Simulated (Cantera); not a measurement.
Feed: 1 mol Ta2O5, 0.36 mol C, 0.11 mol H2, held at 21.0 mbar.

Method: chemical equilibrium by Gibbs-energy minimisation in Cantera with the NASA 1993 tables (ideal gas, pure condensed phases). Candidate condensed phases: C, C6H6, C7H8, C8H18, H2O, Ta, TaC, Ta2O5; 113 gas species. Mutual solubility and eutectic melting of coexisting phases are not modelled. TaC: taken at fixed stoichiometry. Condensed phases not in the tables: Ta2C, N, O or C dissolved in the metal. Rates play no part.

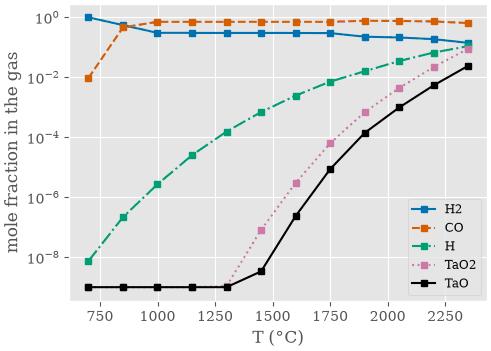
Figure: Equilibrium gas composition (values under 1e-9 drawn at 1e-9)

Problem. Read off the mole fractions at 850 °C.

Solution. H2 about 0.54, CO about 0.46, H about 2.2e-7.
